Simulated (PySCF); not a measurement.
# TeSI2: structure of the singlet

The task is one start of a wider search on TeSI2: the singlet, from a T-shaped (ligand arrangement 1) start. It is relaxed, tested by its Hessian and followed downhill if it is a saddle.

Program: PySCF 2.14.0. Level of theory: PBE0, basis Te def2-SVP with ECP28, S def2-SVP, I def2-SVP with ECP28, scalar-relativistic core potentials, no spin–orbit coupling, density fitting. These are calculated values, not measurements.

## Step 1: The system as given

4 atoms, charge 0, spin multiplicity 1.

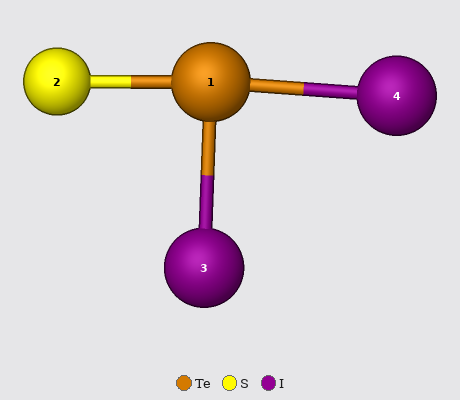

The starting geometry (tellurium orange, sulfur yellow, iodine purple); atoms are numbered from 1 in the order of the file.

Z-matrix (Å, degrees; charge 0 multiplicity 1):
```
Te
S  1 2.2200
I  1 2.6900 2 88.00
I  1 2.6900 3 88.00 2 180.00
```

## Step 2: T-shaped (ligand arrangement 1) start, singlet: relaxation

The steps below are one call of a driver around PySCF. For each, scf.py gives the equivalent set-up of the SCF; relaxations use the driver's own optimiser. Before each start the driver seeks the lowest SCF state from one or more starting densities and follows internal instabilities, so scf.py alone need not reach the same state.

The program finds Cs symmetry in the start, which this walk keeps.

Input file scf.py:

```python
from pyscf import gto, scf, dft
mol = gto.M(atom='''
Te    -0.650096     0.000000    -0.855853
S     -2.868696     0.000000    -0.778353
I     -0.650096     0.000000     1.834147
I      2.038304     0.000000    -0.761953''',
    basis={'Te': 'def2-SVP', 'S': 'def2-SVP', 'I': 'def2-SVP'},
    ecp={'Te': 'def2-SVP', 'I': 'def2-SVP'},
    charge=0, spin=0)
mf = dft.RKS(mol, xc='PBE0')
mf.grids.atom_grid = (50, 194)
aux = {'Te': 'def2-universal-JKFIT', 'S': 'def2-universal-JKFIT', 'I': 'def2-universal-JKFIT'}
mf = mf.density_fit(auxbasis=aux)
mf.kernel()
```

Energy and gradient, step by step:

```csv
step,energy (Eh),change (kJ/mol),largest symmetric gradient (Eh/bohr)
0,-1261.357715,0.00,0.05337
1,-1261.373267,-40.83,0.02013
2,-1261.378224,-53.85,0.01209
3,-1261.380658,-60.24,0.00526
4,-1261.381476,-62.38,0.00394
5,-1261.381873,-63.43,0.00354
6,-1261.382337,-64.64,0.00475
7,-1261.383100,-66.65,0.00395
8,-1261.384618,-70.63,0.00585
9,-1261.386646,-75.96,0.01482
10,-1261.387418,-77.98,0.01994
11,-1261.389559,-83.61,0.01681
12,-1261.391903,-89.76,0.01219
13,-1261.394272,-95.98,0.01115
14,-1261.395274,-98.61,0.01209
15,-1261.395294,-98.66,0.03091
16,-1261.398303,-106.56,0.00993
17,-1261.399293,-109.16,0.00700
18,-1261.399851,-110.63,0.00563
19,-1261.400357,-111.96,0.00589
20,-1261.400473,-112.26,0.00202
21,-1261.400490,-112.31,0.00033
22,-1261.400492,-112.31,0.00015
```

The walk ran for 56 s (4 threads, shared host).

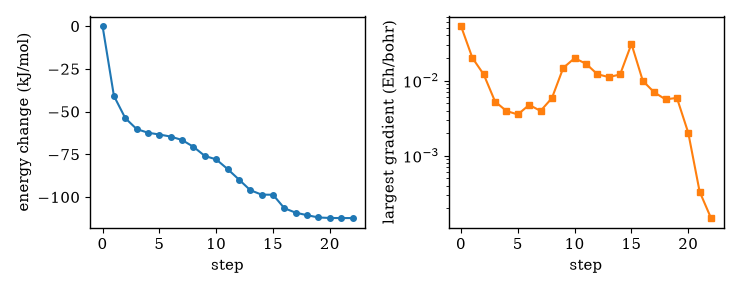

How energy and gradient fall.

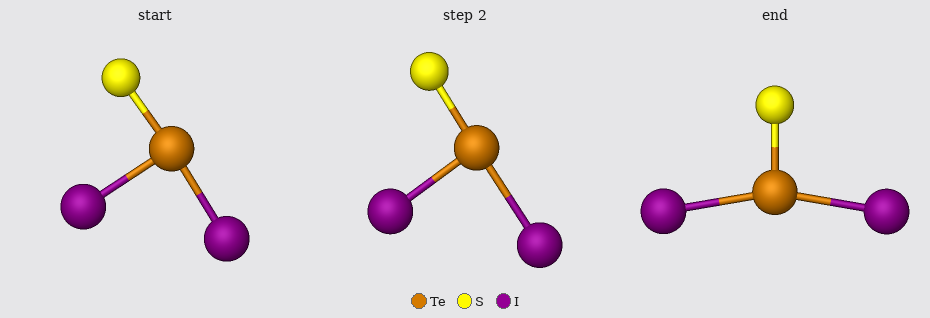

The geometry along the walk, at one scale.

After 22 steps and 112.3 kJ/mol it ends at C2v: Te–I 2.877 Å, Te–I 2.880 Å, Te–S 2.227 Å; I–Te–I 160.4°, I–Te–S 99.8° (×2).

## Step 3: Hessian and properties

The point is checked on the finer grid, and tightened if its gradient asks for it. The Hessian and the dipole derivatives come from central differences of analytic gradients, with steps of 0.01 bohr.

scf.py, as its differences from that of step 2:

```diff
@@ -3,4 +3,4 @@
-Te    -0.650096     0.000000    -0.855853
-S     -2.868696     0.000000    -0.778353
-I     -0.650096     0.000000     1.834147
-I      2.038304     0.000000    -0.761953''',
+Te    -0.111937    -0.000000    -0.073802
+S     -1.971428    -0.000000    -1.299809
+I     -1.251184     0.000000     2.567508
+I      1.866828    -0.000000    -2.161599''',
@@ -11 +11 @@
-mf.grids.atom_grid = (50, 194)
+mf.grids.atom_grid = (75, 302)
```

The driver hands on the density of the step before, so the log starts near convergence.

Log of the central SCF (cycles and frontier levels):

```text
init E= -1261.40064507112
  HOMO = -0.268065916734119  LUMO = -0.199966414771843  gap/eV = 1.85308
cycle= 1 E= -1261.40064507086  delta_E= 2.65e-10  |g|= 2.51e-05  |ddm|= 7.71e-05
  HOMO = -0.2680654889246  LUMO = -0.199965646785564  gap/eV = 1.85309
cycle= 2 E= -1261.40064506914  delta_E= 1.72e-09  |g|= 6.3e-05  |ddm|= 0.000193
  HOMO = -0.268065758925434  LUMO = -0.199965965079855  gap/eV = 1.85309
cycle= 3 E= -1261.40064507117  delta_E= -2.04e-09  |g|= 2.25e-06  |ddm|= 0.000139
  HOMO = -0.268065718677142  LUMO = -0.199966160707987  gap/eV = 1.85308
cycle= 4 E= -1261.40064507117  delta_E= 3.41e-12  |g|= 1.24e-06  |ddm|= 5.33e-06
  HOMO = -0.268065880928953  LUMO = -0.199965949105454  gap/eV = 1.85309
Extra cycle  E= -1261.40064507117  delta_E= 4.09e-12  |g|= 3.79e-06  |ddm|= 8.91e-06
converged SCF energy = -1261.40064507117
```

The whole step took 37 s.

Geometry: C2v; Te–I 2.877 Å (×2), Te–S 2.227 Å; I–Te–I 159.9°, I–Te–S 100.1° (×2).

Modes, for the most abundant isotopes:

| symmetry | ω (cm⁻¹) | IR (km/mol) | μ (u) | type |
| --- | --- | --- | --- | --- |
| b1 | 79i | 2.6 | 100.63 | bend |
| a1 | 52 | 0.9 | 96.27 | bend |
| b2 | 123 | 2.2 | 37.91 | bend |
| a1 | 126 | 1.4 | 124.96 | stretch |
| b2 | 177 | 96.8 | 111.13 | mixed |
| a1 | 478 | 16.1 | 37.42 | stretch |

1 mode is imaginary, the largest at 79i cm⁻¹: a saddle point, not a minimum.

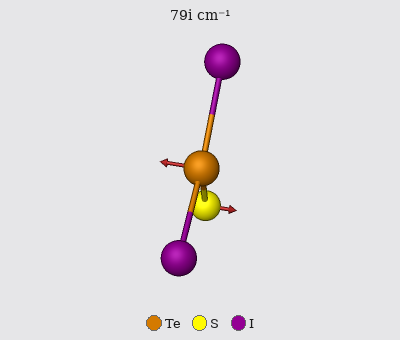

The imaginary mode, as arrows.

Properties at this point:

```yaml
Dipole_moment: 0.19 D
Highest_occupied_level: -7.29 eV
Lowest_empty_level: -5.44 eV
Rotational_constants: 0.07837, 0.00828, 0.007489 cm⁻¹
Zero-point_energy_real_modes: 5.7 kJ/mol
Principal_polarisabilities: 52.7, 110.6, 257.4 bohr³
Atomisation_energy_without_zero-point_energy: 546 kJ/mol
Principal_traceless_quadrupole_moments_about_the_centre_of_mass: -10.47, 2.99, 7.48 D Å
```

Charges (e) and bond orders:

```
atom  Mulliken  Löwdin  polar tensor  Mayer order to Te1
 Te1      0.55    0.44          1.48                   –
  S2     -0.12   -0.07         -0.29                1.79
I3,4     -0.22   -0.19         -0.60                0.81
```

Mulliken populations on Te1 (outside its core potential): s 3.93, p 9.23, d 10.29.

## Step 4: Following the imaginary mode

The start is the last point, displaced along its most imaginary mode.

The program finds Cs symmetry in the start, which this walk keeps. The walk stops when the largest gradient is under 0.0003 Eh/bohr and the energy has settled too.

scf.py, as its differences from that of step 3:

```diff
@@ -3,4 +3,4 @@
-Te    -0.111937    -0.000000    -0.073802
-S     -1.971428    -0.000000    -1.299809
-I     -1.251184     0.000000     2.567508
-I      1.866828    -0.000000    -2.161599''',
+Te    -0.113274     0.250000    -0.074685
+S     -1.972766    -0.187071    -1.300691
+I     -1.252522    -0.104392     2.566626
+I      1.865490    -0.104392    -2.162481''',
@@ -11 +11 @@
-mf.grids.atom_grid = (75, 302)
+mf.grids.atom_grid = (50, 194)
```

Energy and gradient, step by step:

```csv
step,energy (Eh),change (kJ/mol),largest symmetric gradient (Eh/bohr)
0,-1261.403610,0.00,0.01540
1,-1261.409141,-14.52,0.00884
2,-1261.416166,-32.97,0.01041
3,-1261.421343,-46.56,0.01718
4,-1261.427208,-61.96,0.00690
5,-1261.428460,-65.24,0.01044
6,-1261.429386,-67.68,0.00582
7,-1261.429956,-69.17,0.00213
8,-1261.429985,-69.25,0.00076
9,-1261.429988,-69.26,0.00013
10,-1261.429989,-69.26,0.00009
```

The walk took 26 s.

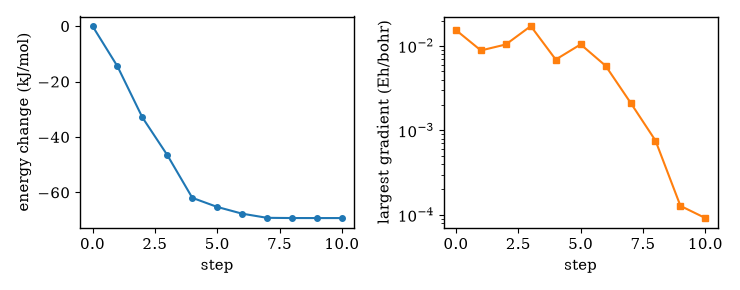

Energy and largest gradient along the walk.

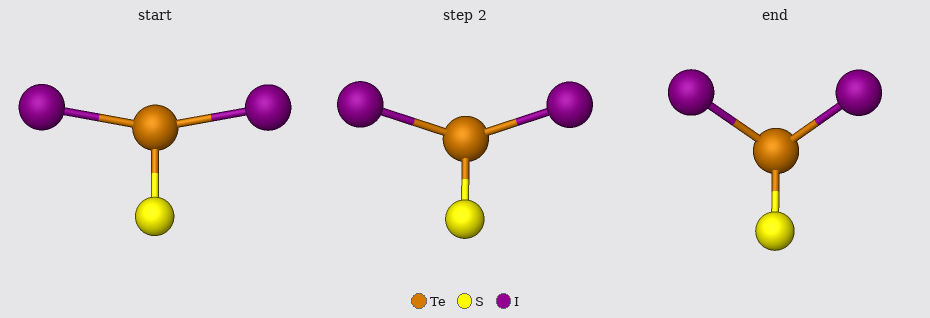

The geometry along the walk, at one scale.

After 10 steps and 69.3 kJ/mol it ends at Cs: Te–I 2.788 Å (×2), Te–S 2.221 Å; I–Te–I 97.7°, I–Te–S 107.5° (×2).

## Step 5: Is it a minimum? Harmonic modes

As before: finer grid, then central differences.

scf.py, as its differences from that of step 4:

```diff
@@ -3,4 +3,4 @@
-Te    -0.113274     0.250000    -0.074685
-S     -1.972766    -0.187071    -1.300691
-I     -1.252522    -0.104392     2.566626
-I      1.865490    -0.104392    -2.162481''',
+Te    -0.600855     0.768008    -0.396158
+S     -2.291314    -0.146206    -1.510717
+I     -0.559796    -0.374494     2.145832
+I      1.751679    -0.374494    -1.359996''',
@@ -11 +11 @@
-mf.grids.atom_grid = (50, 194)
+mf.grids.atom_grid = (75, 302)
```

Log of the central SCF (cycles and frontier levels):

```text
init E= -1261.43006227948
  HOMO = -0.272905391999534  LUMO = -0.139366045653146  gap/eV = 3.63379
cycle= 1 E= -1261.43006227923  delta_E= 2.49e-10  |g|= 3.03e-05  |ddm|= 6.34e-05
  HOMO = -0.272905259987362  LUMO = -0.139370188596294  gap/eV = 3.63367
cycle= 2 E= -1261.43006227817  delta_E= 1.06e-09  |g|= 6.25e-05  |ddm|= 0.000127
  HOMO = -0.272906202320701  LUMO = -0.139367645674832  gap/eV = 3.63377
cycle= 3 E= -1261.43006227953  delta_E= -1.36e-09  |g|= 8.42e-06  |ddm|= 9.01e-05
  HOMO = -0.272905602871379  LUMO = -0.139367499358657  gap/eV = 3.63376
cycle= 4 E= -1261.43006227955  delta_E= -2.23e-11  |g|= 2.31e-07  |ddm|= 1.58e-05
  HOMO = -0.27290561450956  LUMO = -0.139367494082991  gap/eV = 3.63376
Extra cycle  E= -1261.43006227956  delta_E= -8.87e-12  |g|= 3.13e-07  |ddm|= 9.21e-07
converged SCF energy = -1261.43006227956
```

The whole step took 36 s.

Geometry: Cs; Te–I 2.787 Å (×2), Te–S 2.222 Å; I–Te–I 97.8°, I–Te–S 107.5° (×2).

Harmonic modes (main isotopes):

```json
{"symmetry": "a'", "ω (cm⁻¹)": "56", "IR (km/mol)": "0.0"}
{"symmetry": "a''", "ω (cm⁻¹)": "93", "IR (km/mol)": "0.0"}
{"symmetry": "a'", "ω (cm⁻¹)": "113", "IR (km/mol)": "1.3"}
{"symmetry": "a''", "ω (cm⁻¹)": "176", "IR (km/mol)": "36.6"}
{"symmetry": "a'", "ω (cm⁻¹)": "182", "IR (km/mol)": "14.5"}
{"symmetry": "a'", "ω (cm⁻¹)": "492", "IR (km/mol)": "45.4"}
```

Every mode is real; the point is a minimum.

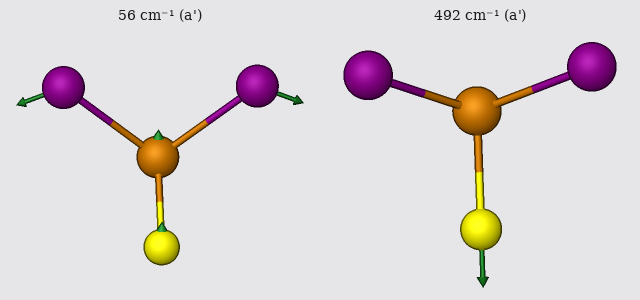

How the atoms move in 2 of the modes.

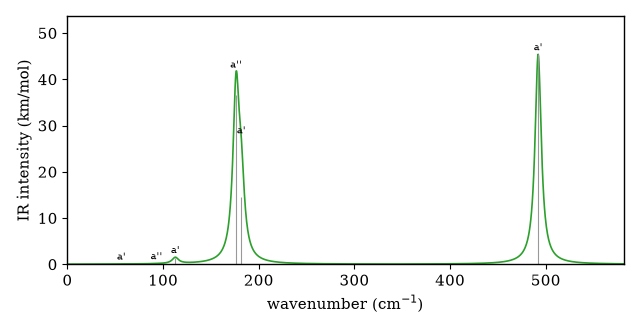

The harmonic infrared spectrum (widths in cm⁻¹). Lines are broadened to a width of 8 cm⁻¹ (Lorentzian).

Properties at this point:

| Quantity | Value |
| --- | --- |
| Dipole moment | 1.93 D |
| Highest occupied level | -7.43 eV |
| Lowest empty level | -3.79 eV |
| Rotational constants | 0.03063, 0.01419, 0.01054 cm⁻¹ |
| Zero-point energy | 6.7 kJ/mol |
| Principal polarisabilities | 66.6, 137.8, 146.9 bohr³ |
| Atomisation energy without zero-point energy | 623 kJ/mol |
| Principal traceless quadrupole moments about the centre of mass | -5.46, 0.33, 5.13 D Å |
| Entropy at 298.15 K and 1 bar | 389.0 J/(mol K) |
| Heat capacity Cp at 298.15 K | 78.7 J/(mol K) |
| Enthalpy at 298.15 K above 0 K | 19.63 kJ/mol |
| Rotational symmetry number | 1 |

Charges (e) and bond orders:

```tsv
atom	Mulliken	Löwdin	polar tensor	Mayer order to Te1
Te1	0.49	0.42	1.29	–
S2	-0.24	-0.20	-0.41	1.72
I3,4	-0.13	-0.11	-0.44	0.86
```

Mulliken populations on Te1 (outside its core potential): s 3.88, p 9.32, d 10.31.

## Step 6: All stationary points

| spin | group | bonds | imaginary modes (cm⁻¹) | ΔE (kJ/mol) | with zero-point energy |
| --- | --- | --- | --- | --- | --- |
| singlet | Cs | Te–I 2.787 Å (×2), Te–S 2.222 Å | none | 0.0 | 0.0 |
| singlet | C2v | Te–I 2.877 Å (×2), Te–S 2.227 Å | 79i | 77.2 | – |

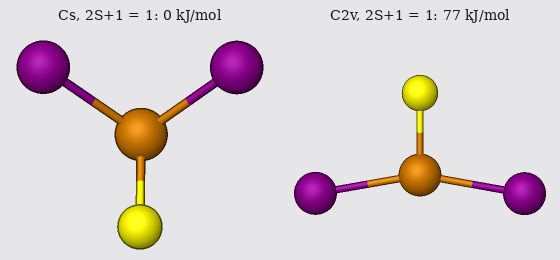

The points, lowest first (tellurium orange, sulfur yellow, iodine purple).

## Step 7: Outcome

| quantity | value |
| --- | --- |
| minimum | singlet, Cs |
| geometry | Te–I 2.787 Å (×2), Te–S 2.222 Å; I–Te–I 97.8°, I–Te–S 107.5° (×2) |
| wavenumbers (cm⁻¹) | 56 (a'), 93 (a''), 113 (a'), 176 (a''), 182 (a'), 492 (a') |
| dipole moment | 1.93 D |
| highest occupied, lowest empty level | -7.43, -3.79 eV |
| polar-tensor charge of Te1 | +1.29 e |
| zero-point energy | 6.7 kJ/mol |
| entropy at 298.15 K | 389.0 J/(mol K) |
| atomisation energy (no zero-point energy) | 623 kJ/mol |

The T-shaped (ligand arrangement 1) start (Cs) ends in a minimum of Cs symmetry, after a stop at a saddle point 77.2 kJ/mol higher, from which it was pushed off along an imaginary mode. The strongest infrared band lies at 492 cm⁻¹ (a', stretch). Other starts or spin states, not run here, may lie lower. The soft modes, below some 90 cm⁻¹, carry numerical noise of tens of cm⁻¹, and the entropy with them. Spin–orbit coupling is left out.

The search up to here ran for 2.6 min (4 threads, shared host).
